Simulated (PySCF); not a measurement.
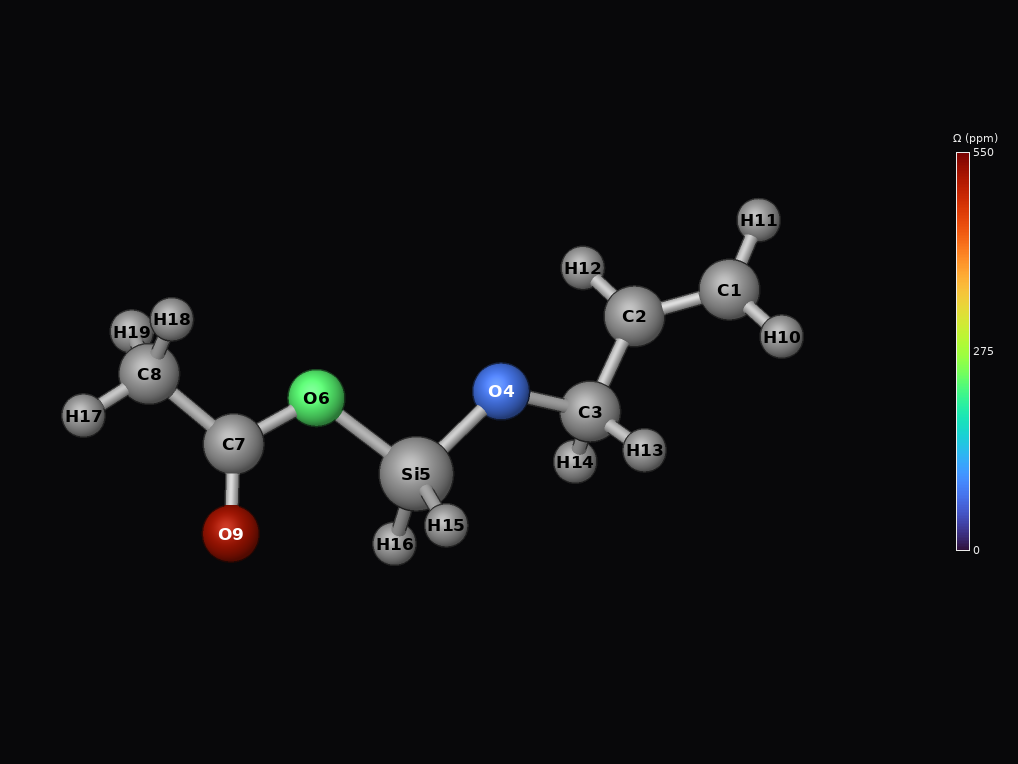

The O atoms are coloured by the span of their shielding tensor. The computed structure is the end point of a PBE0-D3(BJ)/def2-SVP optimisation. No frequency run is at hand to confirm it as a minimum. Method: GIAO KT3/pcSseg-1 NMR shielding, non-relativistic, gas phase (PySCF 2.14.0). Principal shieldings σ11 ≤ σ22 ≤ σ33, span Ω = σ33 − σ11, skew κ = 3(σiso − σ22)/Ω.

Which O atom has the most anisotropic shielding?

O9, with a span of 519 ppm.

Give the shielding tensors of the O atoms.

| atom | σ11 | σ22 | σ33 | σiso | Ω | κ |
| --- | --- | --- | --- | --- | --- | --- |
| O4 | 243.4 | 273.5 | 324.4 | 280.4 | 81.0 | 0.26 |
| O6 | −17.8 | 128.7 | 214.2 | 108.4 | 232.0 | −0.26 |
| O9 | −321.3 | −220.0 | 197.4 | −114.6 | 518.6 | 0.61 |

Shieldings and span in ppm.
